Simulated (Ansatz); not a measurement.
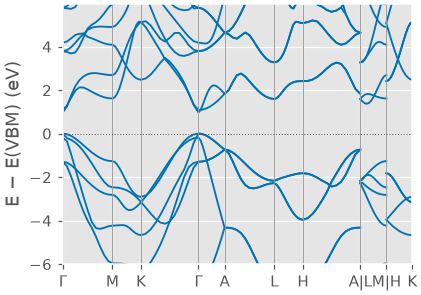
Figure: Band structure from r²SCAN in the plane-wave PAW code Ansatz

Problem. Read off the gap and where the band edges lie.

Solution. About 1.0 eV (0.98 eV by a search for the band edges); maximum at Γ, minimum at Γ.

Problem. Pick the material that matches.
A) SiGe, wurtzite
B) BP, P6_422 (B on 3c, P on 3d)
C) GaAs, wurtzite
D) GaSb, P6_3mc (Ga on 2b, Sb on 2b, Ga on 2a, Sb on 2a)

Solution. C, GaAs, wurtzite

The workflow started from a Materials Project entry (that database holds measured and hypothetical structures alike); the Crystallography Open Database copy checked does not list it. It is not the phase usual at ambient conditions (space group No. 216). Symmetry was held in the r²SCAN relaxation; whether a distortion lowers the energy is not shown. Scalar-relativistic: spin–orbit coupling is off unless named, which matters more the heavier the elements.

Potentials: the earlier of the program's two PAW sets. The files were generated under PBE; for other functionals the program regenerates the frozen cores, and for LDA and PBEsol the local potential too.
